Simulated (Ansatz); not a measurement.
# Cl2F2Ge: single point in a Gaussian basis from a Python script

A script is to give a single point in a Gaussian basis; the system is Cl2F2Ge.

All numbers are computed with Ansatz 0.2.0 through its Python package. Level of theory: PBE0+D3(BJ)/def2-SVPD.

**1. The structure**

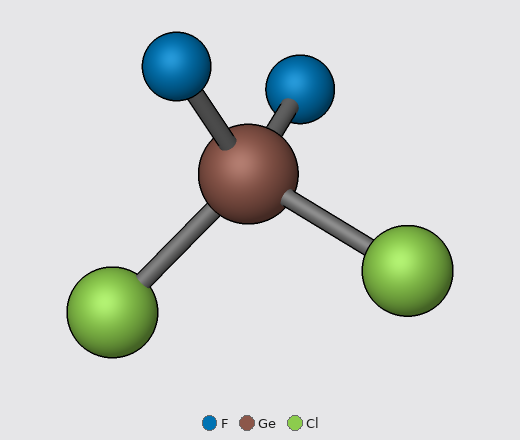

The starting structure, viewed from a chosen angle; fluorine blue, germanium brown, chlorine green.

No structure file is read: the coordinates are typed or built in the script.

**2. The script**

The input, energy_cl2f2ge.py:

```python
import ansatz as az

geometry_ang = [
    ("F", [1.2308, -1.3252, 0.5033]),
    ("Ge", [-0.0003, -0.0477, 0.0812]),
    ("F", [-0.9707, 0.3629, 1.4939]),
    ("Cl", [-1.2411, -0.7794, -1.4689]),
    ("Cl", [1.0312, 1.7157, -0.651]),
]
mol = az.Crystal.molecule()
for symbol, xyz in geometry_ang:
    mol = mol.atom(symbol, xyz)

model = (
    mol.calculation()
    .basis(gaussian="def2-SVPD")
    .functional("pbe0", dispersion="d3bj")
)
result = model.run(threads=1, pin="off")
report = result.report

print("reference energy %16.6f eV" % report["reference_energy_ev"])
print("total energy     %16.6f eV" % report["free_energy_ev"])
print("occupied (up, down):", report["n_occupied"], " virtual:", report["n_virtual"], " frozen:", report["n_frozen"])
```

**3. Launch**

The run is started by

```sh
$ python energy_cl2f2ge.py
```

The program printed:

```text
reference energy    -86962.383475 eV
total energy        -86962.500059 eV
occupied (up, down): [42, 42]  virtual: [96, 96]  frozen: 0
```

It took 7.2 s on 1 thread of Arm Neoverse V1, shared host; peak memory 0.41 GiB.

Lines on the test bed's own set-up are left out of the output.

**4. Size and end state of the run**

The report of the run holds:

```
             item         value
SCF cycles in all            17
         orbitals           138
total energy (eV)  -86962.50006
```

**5. Again, from the shell**

The engine's input of that run, saved to a file, gives the whole log.

The input, input.yaml:

```yaml
crystal:
  periodic: [false, false, false]
  atoms:
    - { symbol: F, position_ang: [1.2308, -1.3252, 0.5033] }
    - { symbol: Ge, position_ang: [-0.0003, -0.0477, 0.0812] }
    - { symbol: F, position_ang: [-0.9707, 0.3629, 1.4939] }
    - { symbol: Cl, position_ang: [-1.2411, -0.7794, -1.4689] }
    - { symbol: Cl, position_ang: [1.0312, 1.7157, -0.651] }
basis:
  gaussian: { orbitals: def2-SVPD }
hamiltonian:
  xc: pbe0
  dispersion: d3bj
```

The run is started by

```sh
$ ansatz run input.yaml --threads 1 --pin off --max-ram 4096MiB --backend cpu --events-out ev --progress --plain --runs-dir out
```

The program printed:

```text
Warning: RAYON_NUM_THREADS=1 ignored (pool sized by the plan → 1); use --threads N
Engine: ansatz 0.2.0, aarch64-unknown-linux-gnu
Functional definition: PBE0
  parameter a = 0.25
  parameter kappa = 0.804
  parameter beta = 0.06672455060314922
  exchange = (1 - a)*pbe_x(kappa = kappa, mu = beta*pi^2/3) + a*exact_x
  correlation = pbe_c(beta = beta)
1298 factors; integrals over basis functions are off by at most 2.5e-4 eV
mean field evaluation 1: about -86958.1824 eV, gradient 5.0e1 eV
mean field evaluation 2: about -86947.7286 eV, gradient 9.7e1 eV
mean field evaluation 4: about -86962.3272 eV, gradient 3.3e0 eV
mean field evaluation 8: about -86962.3833 eV, gradient 3.0e-1 eV
mean field evaluation 16: about -86962.3834 eV, gradient 5.1e-5 eV
mean field -86962.38343679 eV, -3195.8086460814 hartree, gradient 5.1e-5 eV, S^2 0.000000; 0 other end points of the search recorded, 0 dependent functions left out
reference -86962.38347528 eV, -3195.8086474958 hartree; 42, 42 occupied and 96, 96 virtual orbitals, 1298 factors
Total energy: -86962.50005853 eV, -3195.8129318513 hartree
```

It took 6.9 s on 1 thread of Arm Neoverse V1, shared host; peak memory 0.34 GiB.

Script and command line differ by 0.000 meV in the energy.

**6. Outcome**

```
    quantity           value
total energy  -86962.5001 eV
```

**Reading.** The run converged in 17 cycles with 138 orbitals. Reading the output:
- The geometry is a force-field or estimated start, not a minimum of this method, and the basis set is short of its limit.
- Total less reference energy is the dispersion correction.
